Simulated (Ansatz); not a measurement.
## What InH (model cell, started as CsCl type) distorts into

Which phase does InH (model cell, started as CsCl type) fall into along its unstable mode, and how much energy does it gain?

Program: Ansatz 0.2.0. Level of theory: DFT PBE, scalar-relativistic, plane waves, PAW. Results are calculated unless marked as measured.

The structure was built from a prototype and need not be the compound's stable phase.

## 1. The starting structure

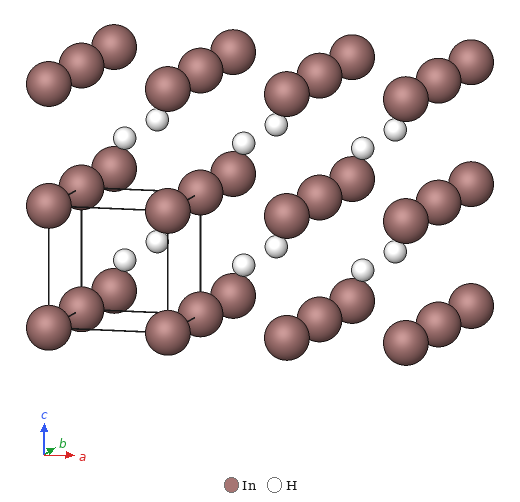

The cell as given, slightly off an axis (indium brown, hydrogen white). 3×2×2 cells are drawn. Some periodic images of atoms are drawn too.

## 2. Response at finite wavevector

The cell comes from relaxations at this level that are not shown. Stability and thermal properties need the whole zone. Linear response on a 4×4×4 q mesh gives force constants as far as a supercell of that size would.

File input.yaml:

```yaml
crystal:
  lattice:
    - [3.1749981601, 0.0, 0.0]
    - [0.0, 3.1749981601, 0.0]
    - [0.0, 0.0, 3.1749981601]
  atoms:
    - { symbol: In, position: [0.0, 0.0, 0.0] }
    - { symbol: H, position: [0.5, 0.5, 0.5] }
kpoints:
  mp_grid: { grid: [12, 12, 12] }
hamiltonian:
  xc: pbe
scf:
  occupations: { method: methfessel_paxton, width: 0.15 }
output:
  eigenvalues: true
phonons:
  method: dfpt
  qmesh: [4, 4, 4]
  temperatures: { t_max: 1000, t_step: 50 }
  qpath:
    path:
      - [[0.0, 0.0, 0.0], [0.0, 0.5, 0.0], [0.5, 0.5, 0.0], [0.0, 0.0, 0.0], [0.5, 0.5, 0.5], [0.0, 0.5, 0.0]]
      - [[0.5, 0.5, 0.5], [0.5, 0.5, 0.0]]
    npoints: 10
```

The run is started by

```sh
> ansatz run input.yaml --threads 4 --pin off --max-ram 7168MiB --backend cpu --events-out ev --progress --plain --runs-dir out
```

Numbers of over 12 decimals in the logs are rounded to 6 here.

What it wrote:

```text
Engine: ansatz 0.2.0, aarch64-unknown-linux-gnu
Pseudopotentials: kind: paw
Pseudopotential: In, paw, valence charge 13, recommended cutoff 420 eV (normal), In.paw.azcp
Pseudopotential: H, paw, valence charge 1, recommended cutoff 420 eV (normal), H.paw.azcp
Functional definition: PBE
  parameter kappa = 0.804
  parameter beta = 0.066725
  exchange = pbe_x(kappa = kappa, mu = beta*pi^2/3)
  correlation = pbe_c(beta = beta)
Crystal: 2 atoms, lattice volume = 32.006 Å³
Basis set: ecut = 420 eV, 619 PW (Γ), exchange–correlation on 48×48×48 points (8 copies of the dense FFT grid, shifted against one another)
Bands: 11, of which v1, the nominal top of the filled ones, is band 7 counted from 1 (6 counted from 0)
Symmetry: 48 space group operations
k-points: 84 of 1728
Non-local potential: In, projectors of the file, l = 0: 2, l = 1: 2, l = 2: 2, l = 3: 2
Non-local potential: H, projectors of the file, l = 0: 2, l = 1: 1
PAW form: soft (Blöchl's): semilocal exchange-correlation on the pseudo side does not see the compensation charge
PAW one-centre angular grid: In, 590 points (default); XC on 64 Gauss nodes
PAW one-centre angular grid: H, 110 points (default); XC on 64 Gauss nodes
Initial density: superposition of atomic densities (neutral atoms: chi_scale 0, normalization atom), corrected by the library's trained network
Initial wavefunctions: pseudopotential atomic-orbital guess
Functional: x = pbe(κ = 0.804, μ = 0.219515), c = pbe(β = 0.066725)
SCF iter   1: F=—  HF=-5612.605714 eV  |F-HF|=—  |Δ(HF+E_count)|=         —  Δρ=1.94e-3  dr2=1.71e-3  ethr=1.77e-3  ⟨swp⟩=5.0  Hψ=5249  notcnv=0
preconditioner: auto → none  [insulator: Δε(μ)=0.147 eV  Ē_g=17.421 eV  σ=0.150 eV  W_gap=0.65  n_scr=6 (ndim 8)  ℏωp=24.6 eV  f_vac=0.000  D(μ)=0.25/eV (n_scr^D=0)  ε∞_Penn≈3.0]
SCF iter   2: F=—  HF=-5612.604680 eV  |F-HF|=—  |Δ(HF+E_count)|=   1.03e-3  S|Δr|=    0.00e0  Δρ=3.83e-4  dr2=1.75e-5  ethr=1.22e-5  ⟨swp⟩=1.3  Hψ=1664  notcnv=0
SCF iter   3: F=—  HF=-5612.604723 eV  |F-HF|=—  |Δ(HF+E_count)|=   4.24e-5  S|Δr|=    0.00e0  Δρ=1.98e-4  dr2=4.62e-6  ethr=1.25e-7  ⟨swp⟩=2.4  Hψ=1274  notcnv=0
SCF iter   4: F=—  HF=-5612.604739 eV  |F-HF|=—  |Δ(HF+E_count)|=   1.58e-5  S|Δr|=    0.00e0  Δρ=3.19e-5  dr2=1.59e-7  ethr=3.30e-8  ⟨swp⟩=2.0  Hψ=1089  notcnv=0
SCF iter   5: F=—  HF=-5612.604739 eV  |F-HF|=—  |Δ(HF+E_count)|=   5.84e-7  S|Δr|=    0.00e0  Δρ=4.76e-6  dr2=4.50e-9  ethr=1.13e-9  ⟨swp⟩=2.0  Hψ=1492  notcnv=0
SCF iter   6: F=—  HF=-5612.604739 eV  |F-HF|=—  |Δ(HF+E_count)|=   7.44e-9  S|Δr|=    0.00e0  Δρ=6.66e-7  dr2=1.16e-10  ethr=3.21e-11  ⟨swp⟩=2.1  Hψ=1159  notcnv=0
SCF iter   7: F=-5612.604739 eV  HF=-5612.604739 eV  |F-HF|=1.82e-12  |Δ(HF+E_count)|=  4.18e-11  S|Δr|=    0.00e0  Δρ=1.31e-7  dr2=1.77e-12  ethr=1.00e-12  ⟨swp⟩=6.1  Hψ=3959  notcnv=0
SCF 1 converged in 7 iterations: F = -5612.604739 eV  dr2 = 1.77e-12
  greatest PAW one-centre occupation: 0.983 electrons in one spin orbital (limit 2), on the In atom at site 0 (counted from 0), in its partial waves of l = 2
Initial density: read from a saved state, or passed on in memory by an earlier SCF of this step, an earlier step, the calling program or the single point that the run made first
iter 1 solved again at ethr=6.75e-8 eV; its pass at ethr=3.10e-3 eV (dr2=9.45e-6 eV) is discarded
SCF iter   1: F=—  HF=-5612.604739 eV  |F-HF|=—  |Δ(HF+E_count)|=         —  Δρ=6.69e-7  dr2=6.84e-11  ethr=6.75e-8  ⟨swp⟩=3.3  Hψ=7803  notcnv=0
eigensolver tolerance schedule: the retry pair's looser diagonalisation over-reported the residual by 138234.33 of it (diagonalisation noise at an unbounded share of the residual, at the tolerance the schedule requests for it); recorded, not acted on — ethr = c·dr2/N_el stays at c = 1.0e-1
preconditioner: auto → none  [insulator: Δε(μ)=0.134 eV  Ē_g=17.445 eV  σ=0.150 eV  W_gap=0.62  n_scr=6 (ndim 8)  ℏωp=24.6 eV  f_vac=0.000  D(μ)=0.26/eV (n_scr^D=0)  ε∞_Penn≈3.0]
SCF iter   2: F=—  HF=-5612.604739 eV  |F-HF|=—  |Δ(HF+E_count)|=   3.59e-7  S|Δr|=    0.00e0  Δρ=5.10e-7  dr2=5.45e-11  ethr=1.00e-12  ⟨swp⟩=2.8  Hψ=1913  notcnv=0
SCF iter   3: F=—  HF=-5612.604739 eV  |F-HF|=—  |Δ(HF+E_count)|=  2.73e-11  S|Δr|=    0.00e0  Δρ=2.41e-7  dr2=1.17e-11  ethr=1.00e-12  ⟨swp⟩=1.0  Hψ=936  notcnv=0
SCF iter   4: F=-5612.604739 eV  HF=-5612.604739 eV  |F-HF|=1.82e-12  |Δ(HF+E_count)|=  4.55e-12  S|Δr|=    0.00e0  Δρ=7.10e-8  dr2=9.17e-13  ethr=1.00e-12  ⟨swp⟩=2.8  Hψ=2787  notcnv=0
SCF 2 converged in 4 iterations: F = -5612.604739 eV  dr2 = 9.17e-13
phonons: the bands overlap, so this run is a metal and interpolates without the dipole-dipole term. If the crystal is really an insulator or semiconductor, its LO-TO splitting is missing
NSCF: frozen V_eff on 84 k-points
NSCF: frozen V_eff on 196 k-points
DFPT response loops at q = (0, 0, 0) (fractional): preconditioner auto → Kerker (q_TF=auto, 2.377 Å⁻¹) (partly filled bands, converged f_vac=0.000); β = 1.00, the filter's whole step (`scf.mixing.beta` (0.50) is not read by the response loops under this deck's `scf.mixing.preconditioner`; to damp them name `kerker` or `kerker_dos`, under which they read `scf.mixing.beta`, and type it under 1.00, their step now; both keys bind the ground state too); Broyden in place of MSR1
NSCF: frozen V_eff on 1176 k-points
DFPT response loops at q = (0, 0, 0.25) (fractional): mixed as the last ones told, above
NSCF: frozen V_eff on 686 k-points
DFPT response loops at q = (0, 0, -0.5) (fractional): mixed as the last ones told, above
NSCF: frozen V_eff on 2016 k-points
DFPT response loops at q = (0, 0.25, 0.25) (fractional): mixed as the last ones told, above
NSCF: frozen V_eff on 1176 k-points
DFPT response loops at q = (0, 0.25, -0.5) (fractional): mixed as the last ones told, above
NSCF: frozen V_eff on 686 k-points
DFPT response loops at q = (0, -0.5, -0.5) (fractional): mixed as the last ones told, above
NSCF: frozen V_eff on 1872 k-points
DFPT response loops at q = (0.25, 0.25, 0.25) (fractional): mixed as the last ones told, above
NSCF: frozen V_eff on 2016 k-points
DFPT response loops at q = (0.25, 0.25, -0.5) (fractional): mixed as the last ones told, above
NSCF: frozen V_eff on 1176 k-points
DFPT response loops at q = (0.25, -0.5, -0.5) (fractional): mixed as the last ones told, above
NSCF: frozen V_eff on 392 k-points
DFPT response loops at q = (-0.5, -0.5, -0.5) (fractional): mixed as the last ones told, above
SCF converged after 7 iterations
Stability not checked: this state was not tested for a lower state beside it, because cold or Methfessel-Paxton smearing, or corrected tetrahedra, fill the levels in a way that the test cannot read (fill_not_monotonic; see scf.lower_state_search)
Free energy (F): -5612.604739 eV
Harris-Foulkes:  -5612.604739 eV  (|F-HF|=1.82e-12)
Internal energy: -5612.605371 eV  (E = F + TS)
E sigma→0 (E₀):  -5612.604897 eV
Entropy (-TS):   0.000632 eV (0.316 meV/atom)
Fermi energy:    8.221120 eV
Step filling:    the computed levels leave a gap of 0.0000 eV = 0.0 smearing widths at the electron count; against every level under it full and every level over it empty, smearing changes F+E_penalty+E_count by +0.152 meV and its σ→0 estimate by -6.26e-3 meV
--- Per-component energies (eV) ---
  E_band       = -46.360029
  E_kinetic    = 252.325803
  E_local      = -1173.053505  (includes V_loc(G=0)·N_el)
  E_nonlocal   = 367.431638
  E_hartree    = 457.742422
  E_xc         = -224.376772
  E_vxc        = -110.695945  (∫ρ·V_xc dr)
  E_paw        = -4151.607060  (= ΣΔE_a)
  E_vpaw       = -297.851884  (= ΣTr[D̂ρ^β])
  E_aug_tail   = -0.000990  (compensation charges beyond the density's cutoff)
  E_ewald      = -1141.066908
  E_smearing   = 0.000632  (= −TS)
  E_closure    = 0.000000  (closes the sum)
  Σ components = -5612.604739   (vs F -5612.604739, Δ=0.00e0)
--- Band table (eV; the first three rows and the last of 84) ---
  k-point 0: bands = [... 3 lower, -6.1939, -6.1939, -1.3108, 10.4287, 14.2470, 14.2470, 14.2470, 17.6213]
  k-point 1: bands = [... 3 lower, -6.2039, -6.1931, -1.2021, 10.0331, 13.7002, 14.3708, 14.3708, 17.6932]
  k-point 2: bands = [... 3 lower, -6.2309, -6.1908, -0.8743, 8.8746, 13.1618, 14.7348, 14.7348, 17.9098]
  k-point 83: bands = [... 3 lower, -6.0398, -6.0398, 6.9288, 9.7153, 9.8973, 9.8973, 9.8973, 13.9950]
--- Phonons (Γ-DFPT): 2 representative perturbations + reference (Σ response iterations 6) ---
  ASR residual: 8.196e-5 → 0.000e0 eV/Å²; symmetrization residual: 3.856e-7 eV/Å²
  ASR residual per site (eV/Å²): 8.20e-5 1.75e-5
  Γ frequencies (cm⁻¹): -528.58 -528.58 -528.58 0.00 0.00 0.00
--- Phonons (arbitrary-q DFPT): 10 irreducible q on the 4×4×4 mesh ---
  q = [0.0000, 0.0000, 0.0000] (star 1, of the zone-centre solve; hermiticity 7.51e-7, symmetrization 5.92e-12): -528.58 -528.58 -528.58 -0.00 0.00 0.00
  q = [0.0000, 0.0000, 0.2500] (star 6, 4 solved perturbations in 1848 linear systems a pass and spin channel, the states on 588 of 1728 k-point pairs; hermiticity 2.55e-7, symmetrization 3.60e-12): -317.43 -317.43 -82.00 -29.46 -29.46 89.21
  q = [0.0000, 0.0000, -0.5000] (star 3, 4 solved perturbations in 1078 linear systems a pass and spin channel, the states on 343 of 1728 k-point pairs; hermiticity 1.33e-14, symmetrization 3.62e-13): -147.07 -147.07 -61.04 -61.04 114.70 124.11
  q = [0.0000, 0.2500, 0.2500] (star 12, 4 solved perturbations in 3108 linear systems a pass and spin channel, the states on 1008 of 1728 k-point pairs; hermiticity 2.64e-7, symmetrization 1.87e-12): -402.87 -126.14 36.68 38.59 73.51 103.73
  q = [0.0000, 0.2500, -0.5000] (star 12, 6 solved perturbations on 588 of 1728 k-point pairs; hermiticity 1.79e-7, symmetrization 2.37e-14): -383.66 -208.09 -64.24 70.48 115.22 148.05
  q = [0.0000, -0.5000, -0.5000] (star 3, 4 solved perturbations in 1078 linear systems a pass and spin channel, the states on 343 of 1728 k-point pairs; hermiticity 1.20e-7, symmetrization 2.08e-13): -396.67 -396.67 -67.66 107.74 107.74 276.13
  q = [0.2500, 0.2500, 0.2500] (star 8, 2 solved perturbations on 936 of 1728 k-point pairs; hermiticity 3.20e-7, symmetrization 6.00e-13): -274.54 -274.54 71.37 71.95 71.95 233.09
  q = [0.2500, 0.2500, -0.5000] (star 12, 4 solved perturbations in 3108 linear systems a pass and spin channel, the states on 1008 of 1728 k-point pairs; hermiticity 3.64e-8, symmetrization 2.56e-12): -315.05 -261.66 -179.17 40.63 68.35 109.19
  q = [0.2500, -0.5000, -0.5000] (star 6, 4 solved perturbations in 1848 linear systems a pass and spin channel, the states on 588 of 1728 k-point pairs; hermiticity 3.60e-8, symmetrization 5.09e-14): -360.94 -360.94 -170.93 26.40 101.81 101.81
  q = [-0.5000, -0.5000, -0.5000] (star 1, 2 solved perturbations on 196 of 1728 k-point pairs; hermiticity 2.38e-14, symmetrization 2.89e-12): -209.05 -209.05 -209.05 89.82 89.82 89.82
  sum rule: each row above includes the acoustic sum rule's correction from the zone centre's row sums; it moved no ω² by more than (2.17 cm⁻¹)²
  mesh force constants: q→R imaginary residual 1.38e-18; ASR residual 8.196e-5 → 0.000e0 eV/Å²; symmetrization residual 1.110e-15 eV/Å²
  interpolated dispersion: 62 rows × 6 modes
  density of states and harmonic sums: on the 20×20×20 q-mesh, interpolated from the force constants of a 4×4×4 supercell (no non-analytic term)
  largest difference from the sums on the solved wave vectors: F 2.24e-2 eV, S 3.12e-5 and C_V 1.16e-5 eV/K
  zero-point energy: 0.016961 eV/cell   skipped modes (ω ≤ 0): 903, of them read as no rigid motion or as one in doubt: 900 (3.071e0 modes/cell left out, lowest -528.58 cm⁻¹)   left out of the sums: 5.12e-1 of the cell's modes: C_V's classical limit lies that fraction below 3 k_B per atom; for a crystal, a wire or a layer, F and S can be off by more, and a phonons.interpolated_qmesh denser along its periods is the remedy for the sampling
```

Elapsed: 2.2 min, on 4 threads of Arm Neoverse V1, shared host; peak memory 1.1 GiB.

Numbers from this step:

```yaml
volume_per_atom: 16.00 Å³
gap_on_the_k_mesh: 0 eV
sum_rule_residual_before_enforcement: 8.20e-5 eV/Å²
lowest_frequency_on_the_path: -528.6 cm⁻¹
point_group: m-3m
highest_frequency_on_the_path_or_at_a_solved_wavevector: 276.1 cm⁻¹
highest_optical_mode_at_the_zone_centre_no_lo_to_term: -528.6 cm⁻¹
lowest_optical_zone_centre_mode: -528.6 cm⁻¹
lowest_mode_on_the_q_mesh_acoustic_modes_at_gamma_apart: -528.6 cm⁻¹
```

Frequencies (cm⁻¹) solved at each irreducible wavevector; negative means imaginary. Frequencies by wavevector, by row:

```
q in reciprocal lattice units  star  mode 1  mode 2  mode 3  mode 4  mode 5  mode 6
                        0 0 0     1  -528.6  -528.6  -528.6       0       0       0
                     0 0 0.25     6  -317.4  -317.4     -82   -29.5   -29.5    89.2
                     0 0 -0.5     3  -147.1  -147.1     -61     -61   114.7   124.1
                  0 0.25 0.25    12  -402.9  -126.1    36.7    38.6    73.5   103.7
                  0 0.25 -0.5    12  -383.7  -208.1   -64.2    70.5   115.2   148.1
                  0 -0.5 -0.5     3  -396.7  -396.7   -67.7   107.7   107.7   276.1
               0.25 0.25 0.25     8  -274.5  -274.5    71.4      72      72   233.1
               0.25 0.25 -0.5    12  -315.1  -261.7  -179.2    40.6    68.3   109.2
               0.25 -0.5 -0.5     6  -360.9  -360.9  -170.9    26.4   101.8   101.8
               -0.5 -0.5 -0.5     1  -209.1  -209.1  -209.1    89.8    89.8    89.8
```

Interpolated from a 4×4×4 q mesh. Phonon branches along the path, in cm⁻¹:

```
    point  branch 1  branch 2  branch 3  branch 4  branch 5  branch 6
        Γ      -529      -529      -529         0         0         0
        X      -147      -147       -61       -61       115       124
        M      -397      -397       -68       108       108       276
        Γ      -529      -529      -529         0         0         0
        R      -209      -209      -209        90        90        90
        X      -147      -147       -61       -61       115       124
jump to R      -209      -209      -209        90        90        90
        M      -397      -397       -68       108       108       276
```

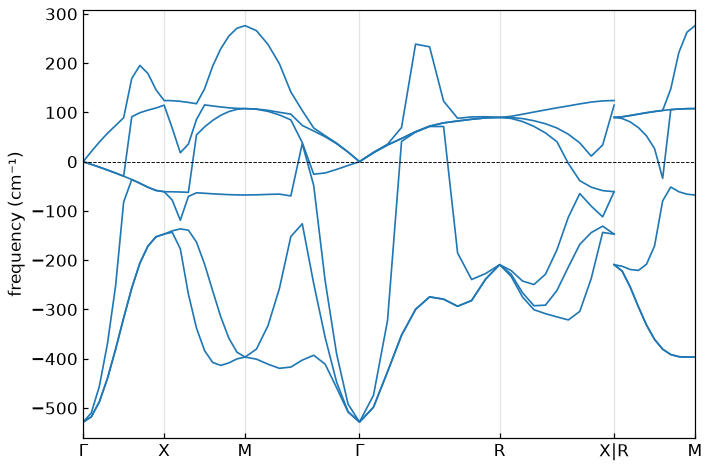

Phonon branches along the path.

Symmetry leaves 10 wavevectors to solve. The lowest mode among them, the acoustic zeros apart, lies at Γ and is imaginary, 528.6i cm⁻¹, so the energy falls along it.

## 3. The mode frozen in, largest atomic shift 0 Å

The mode followed lies at Γ with frequency 528.6i cm⁻¹ and is 3-fold degenerate, the softest among the wavevectors solved. At small amplitude the distorted cell has space group no. 99 by a symmetry search on the positions. The undistorted cell that holds it gives the zero of energy on the same k mesh.

input.yaml, the sections that differ from step 2:

```yaml
output:
  forces: true
  stress: true
  eigenvalues: true
# crystal, kpoints, hamiltonian, scf: as in step 2
# phonons: removed
```

What it wrote:

```text
[...]
Crystal: 2 atoms, lattice volume = 32.006 Å³
Basis set: ecut = 420 eV, 619 PW (Γ), exchange–correlation on 48×48×48 points (8 copies of the dense FFT grid, shifted against one another)
Bands: 11, of which v1, the nominal top of the filled ones, is band 7 counted from 1 (6 counted from 0)
Symmetry: 48 space group operations
[...]
k-points: 84 of 1728
[...]
--- Band table (eV; the first three rows and the last of 84) ---
  k-point 0: bands = [... 3 lower, -6.1939, -6.1939, -1.3107, 10.4287, 14.2470, 14.2470, 14.2470, 17.6214]
  k-point 1: bands = [... 3 lower, -6.2039, -6.1931, -1.2021, 10.0331, 13.7003, 14.3708, 14.3708, 17.6932]
  k-point 2: bands = [... 3 lower, -6.2309, -6.1908, -0.8743, 8.8746, 13.1618, 14.7348, 14.7348, 17.9098]
  k-point 83: bands = [... 3 lower, -6.0398, -6.0398, 6.9288, 9.7153, 9.8973, 9.8973, 9.8973, 13.9950]
[key lines of the parts left out:]
SCF converged after 5 iterations
Free energy (F): -5612.604739 eV
Fermi energy:    8.221140 eV
P = ⅓ Tr σ = -0.0053 GPa (-0.053 kbar)
```

Elapsed: 0.94 s, on 4 threads; peak memory 0.3 GiB; 2.7 s of CPU time.

Numbers from this step:

```
pressure                         : -0.005335 GPa
energy from the undistorted cell : 0 meV/atom
```

The run ends at a pressure of -0.01 GPa.

## 4. The mode frozen in, largest atomic shift 0.6 Å

The atoms are moved along the unstable eigenvector, the largest shift by 0.6 Å, with the cell fixed.

input.yaml, the sections that differ from step 3:

```yaml
crystal:
  lattice:
    - [3.1749981601, 0.0, 0.0]
    - [0.0, 3.1749981601, 0.0]
    - [0.0, 0.0, 3.1749981601]
  atoms:
    - { symbol: In, position: [0.0, -0.0016590456, 0.0] }
    - { symbol: H, position: [0.5, 0.6889764875, 0.5] }
# kpoints, hamiltonian, scf, output: as in step 3
```

What it wrote:

```text
[...]
Crystal: 2 atoms, lattice volume = 32.006 Å³
Basis set: ecut = 420 eV, 619 PW (Γ), exchange–correlation on 48×48×48 points (8 copies of the dense FFT grid, shifted against one another)
Bands: 11, of which v1, the nominal top of the filled ones, is band 7 counted from 1 (6 counted from 0)
Symmetry: 8 space group operations
[...]
k-points: 196 of 1728 (time reversal used)
[...]
--- Band table (eV; the first three rows and the last of 196) ---
  k-point 0: bands = [... 3 lower, -6.1376, -6.1376, -1.4406, 10.1845, 14.1960, 14.1960, 15.2800, 17.2765]
  k-point 1: bands = [... 3 lower, -6.1481, -6.1367, -1.3323, 9.8483, 13.4450, 14.3219, 15.6419, 17.3750]
  k-point 2: bands = [... 3 lower, -6.1767, -6.1343, -1.0052, 8.7569, 12.8900, 14.6919, 15.9668, 17.5920]
  k-point 195: bands = [... 3 lower, -5.9897, -5.9683, 6.6571, 9.6943, 9.7079, 9.7079, 9.9713, 14.2024]
[key lines of the parts left out:]
SCF converged after 6 iterations
Free energy (F): -5612.729285 eV
Fermi energy:    8.305358 eV
P = ⅓ Tr σ = 0.7544 GPa (7.544 kbar)
```

Wall time 2.1 s (4 threads); peak memory 0.38 GiB; 7.3 s of CPU time.

This step gave:

* pressure: 0.7544 GPa
* energy from the undistorted cell: -62.14 meV/atom

The energy, extrapolated to zero smearing, is -62.14 meV/atom against the undistorted cell.

The run ends at a pressure of 0.75 GPa, with forces up to 0.29 eV/Å.

## 5. Energy along the mode, all amplitudes (two of the runs are shown above)

An imaginary frequency means negative curvature, so the energy should fall and then rise again as anharmonic terms take over.

Numbers from this step:

```yaml
depth_at_the_lowest_point_sampled: 62.14 meV/atom
largest_atomic_shift_at_that_point: 0.6 Å
```

Energy from the parent against largest atomic shift:

```
largest atomic shift (Å)  energy from the parent (meV/atom)
                   0.000                                  0
                   0.040                             -0.418
                   0.080                              -1.60
                   0.140                              -4.60
                   0.220                              -10.9
                   0.320                              -21.9
                   0.450                              -39.6
                   0.600                              -62.1
```

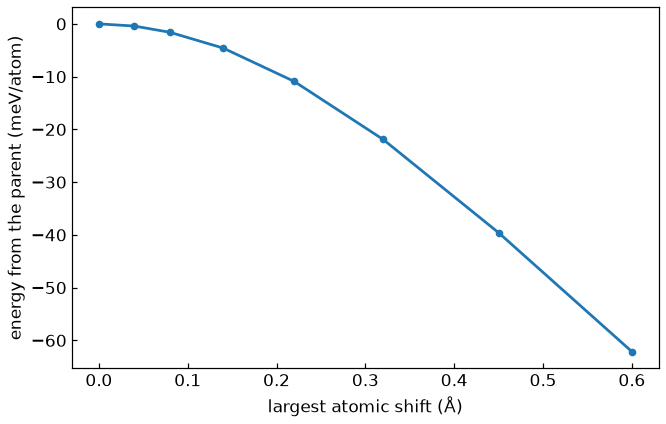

Energy from the parent against largest atomic shift.

Displacement at unit largest shift by atom:

```
atom  x (Å)  y (Å)  z (Å)  size
 In1   0.00  -0.01   0.00  0.01
  H2   0.00   1.00   0.00  1.00
```

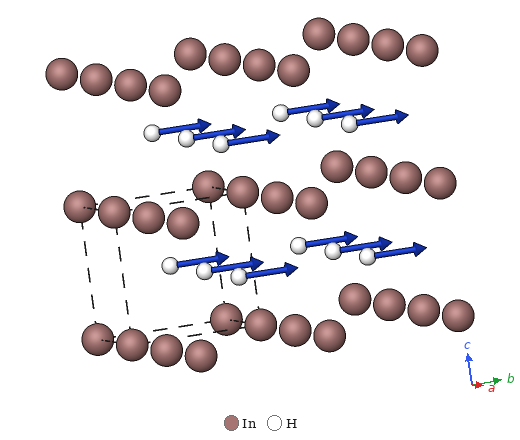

Displacement at unit largest shift as arrows, the longest 1 Å. 3×2×2 cells are drawn. Some periodic images of atoms are drawn too.

The lowest of the steps tried is the last one, at 0.6 Å, 62.1 meV/atom below the parent; the bottom of the well need not coincide with a step.

(Continued in part 2 of 2.)

[Logs are printed without paths, hosts, clocks, repeated set-up lines and the standing remarks that a program may print on its own settings, such as how far it seeks lower states.]

[Hosts, paths, dates, database ids (printed as entryN), source tags and the programs' standing remarks are cut or masked in the printed files.]
